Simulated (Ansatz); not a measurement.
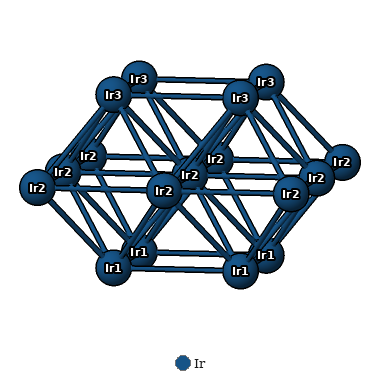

The system is C on an Ir(100) slab cut from the Fm-3m phase, its upper half relaxed before the scan (3 atoms of substrate and one adsorbate in a 1 × 1 cell); the picture shows it without the atoms that are moved over the map. C is moved along a line over the surface and along the normal, above a rigid substrate. Coordinates scanned: (1) position of C4 along the first surface vector, from above Ir3; (2) height of C4 above the plane of Ir3. Grid: 6 × 7 points; 25 points were computed and 12 follow by symmetry. At 5 points there is no value (left out of the scan, as a rule where atoms come close). Points are written as (first, second). Energies are in eV, from the lowest grid point. Method: Ansatz 0.2.0, DFT LDA, scalar-relativistic, plane waves, PAW. Settings: cutoff 420 eV, k-mesh 10×10×1, gaussian smearing 0.1 eV, spin-polarised.

Range: position of C4 along the first surface vector from 0.00 to 2.25 Å; height of C4 above the plane of Ir3 from 1.27 to 3.93 Å.

What will the energy surface look like?

Answer. The lowest grid point is at (1.35 Å, 1.27 Å) [nearest 2 Ir at 1.85 Å]. It lies on the edge of the grid, but the force there points inwards, so the minimum lies inside the range. The highest grid point, (1.35 Å, 3.93 Å), lies 4.75 eV above the lowest.

| second ↓, first → | 0.00 | 0.45 | 0.90 | 1.35 | 1.80 | 2.25 |
| --- | --- | --- | --- | --- | --- | --- |
| 3.93 | 4.74 | 4.74 | 4.74 | 4.75 | 4.74 | 4.74 |
| 3.23 | 4.30 | 4.31 | 4.34 | 4.35 | 4.34 | 4.31 |
| 2.73 | 3.51 | 3.56 | 3.64 | 3.68 | 3.64 | 3.56 |
| 2.33 | 2.45 | 2.54 | 2.71 | 2.81 | 2.71 | 2.54 |
| 1.98 | 1.21 | 1.31 | 1.58 | 1.76 | 1.58 | 1.31 |
| 1.62 | 0.85 | 0.65 | 0.50 | 0.54 | 0.50 | 0.65 |
| 1.27 | – | – | – | 0.00 | – | – |

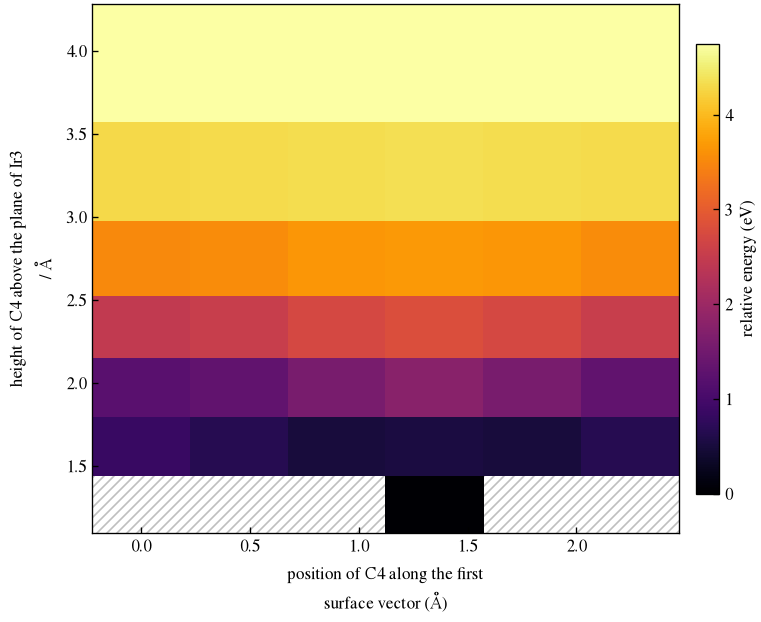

Drawn: one coloured cell a grid point, hatched blanks where no value was computed.

Each point was launched as `ansatz run input.yaml --threads 1 --pin off --max-ram 3072MiB --backend cpu --events-out ev --progress --plain --runs-dir out`. Time for the 25 points that were run: 28 min on 1 thread of Arm Neoverse V1 (shared host).

PAW datasets: the set soft_1.
